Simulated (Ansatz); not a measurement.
**H7OSbSi2: density, localisation and related maps**

The calculation's input:

```
crystal:
  periodic: [false, false, false]
  atoms:
    - {symbol: O, position_ang: [-1.661287, -0.171338, 0.482505]}
    - {symbol: Sb, position_ang: [0.043269, -3.231595, 0.859824]}
    - {symbol: Si, position_ang: [-0.179650, -0.660164, 1.056649]}
    - {symbol: Si, position_ang: [-3.263889, -0.587586, 0.405969]}
    - {symbol: H, position_ang: [0.876901, -0.024040, 0.216470]}
    - {symbol: H, position_ang: [-0.014969, -0.201071, 2.469411]}
    - {symbol: H, position_ang: [-3.859613, 0.020109, -0.816044]}
    - {symbol: H, position_ang: [-3.393516, -2.077600, 0.338127]}
    - {symbol: H, position_ang: [-3.987384, -0.094603, 1.615055]}
    - {symbol: H, position_ang: [1.519650, -3.124016, 1.731551]}
    - {symbol: H, position_ang: [-0.841485, -3.440496, 2.316109]}
basis:
  gaussian:
    orbitals: def2-TZVPD
hamiltonian:
  xc: {name: PBE0}
output: {forces: true, orbitals: {seedname: orbitals}}
```

Command:

```sh
ansatz run input.yaml --threads 2 --pin off --max-ram 4350MiB --events-out events.jsonl --progress --plain --runs-dir runs
```

Geometry: PBE0-D3(BJ)/def2-SVP; core potentials replace the inner electrons of Sb.

The calculation used isolated molecule in a Gaussian basis; Kohn-Sham density functional theory, functional PBE0 (Ansatz 0.2.0).

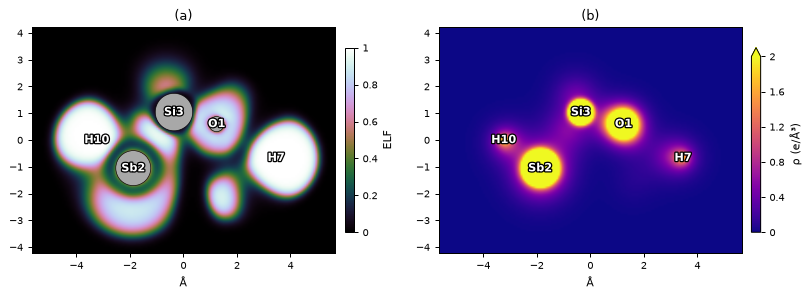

Figure 1. (a) electron localisation function; (b) electron density on the plane of atoms Si3, Sb2 and H10. Grey discs cover the atomic cores in the ELF map.

> What does the map show?

- Atoms in the plane: O, Sb, Si and H.
- Si–O (1.66 Å): ρ is about 1.1 e/Å³ halfway; the ELF peaks at about 0.85 between the atoms; a polar covalent bond.
- Si–Sb (2.59 Å): ρ is about 0.53 e/Å³ halfway; the ELF peaks at about 0.95 between the atoms (a shared electron pair).
- Sb–H (1.72 Å): the density is about 1.1 e/Å³ at the midpoint; the ELF climbs to about 1 towards the hydrogen.
- The ELF also peaks beside Sb2 and O1, away from the bonds: lone-pair regions.

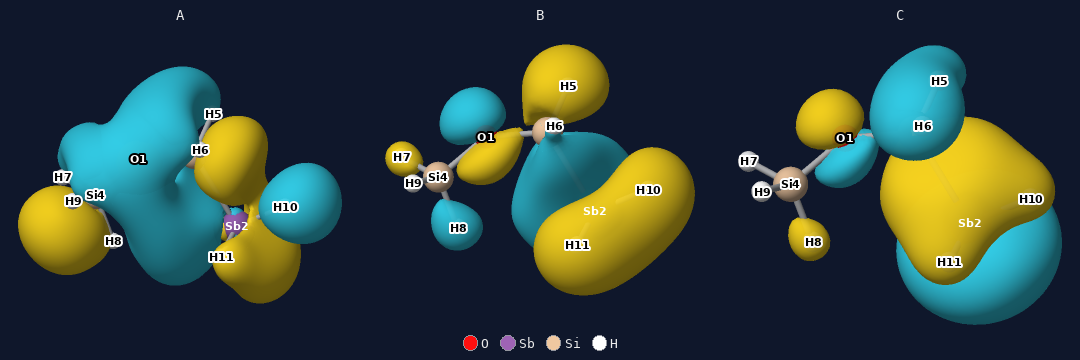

Figure 2. Three frontier orbitals at ±0.05 Å⁻³ᐟ² (yellow and cyan are the two phases), in no order.

> Which picture is the HOMO−1, the HOMO and the LUMO?

B is the HOMO−1 (−8.30 eV). By Hirshfeld shares it lies mainly on Sb2 (about 50 %), H11 (about 10 %), Si3 (about 10 %), H10 (about 10 %) and O1 (about 10 %). C is the HOMO (−7.14 eV). Its weight (Hirshfeld) is mainly on Sb2 (about 60 %) and Si3 (about 20 %). A is the LUMO (−0.79 eV). It lies mainly on Sb2 (about 30 %), Si3 (about 20 %), Si4 (about 20 %) and H10 (about 10 %).

> What is the HOMO–LUMO gap?

6.35 eV between the orbital energies.

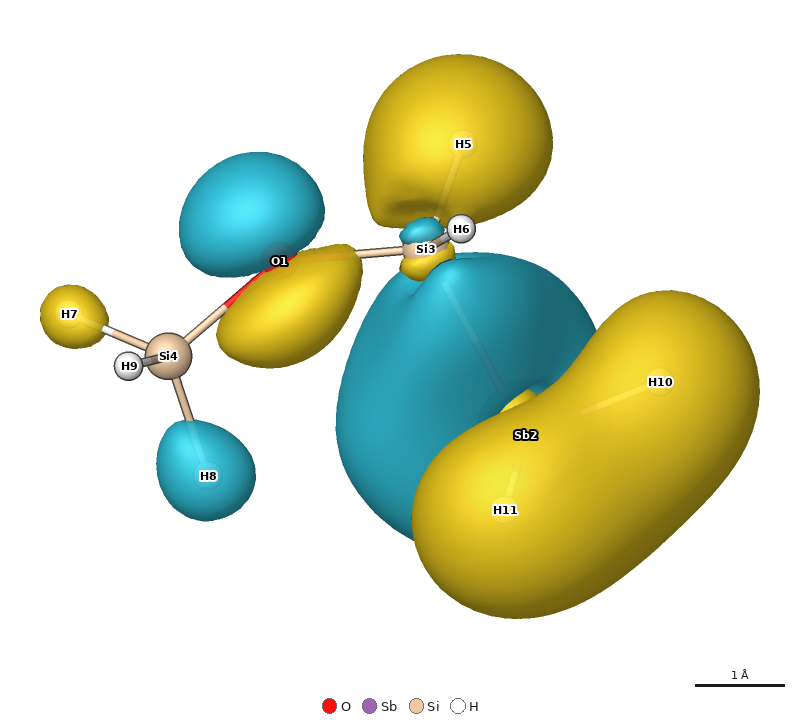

Figure 3. The HOMO−1 at ±0.06 Å⁻³ᐟ² (yellow and cyan are the two phases), seen across its widest extent.

> Where does this orbital lie, and at what energy?

By Hirshfeld shares it lies mainly on Sb2 (about 50 %), H11 (about 10 %), Si3 (about 10 %), H10 (about 10 %) and O1 (about 10 %). Its energy is −8.30 eV.
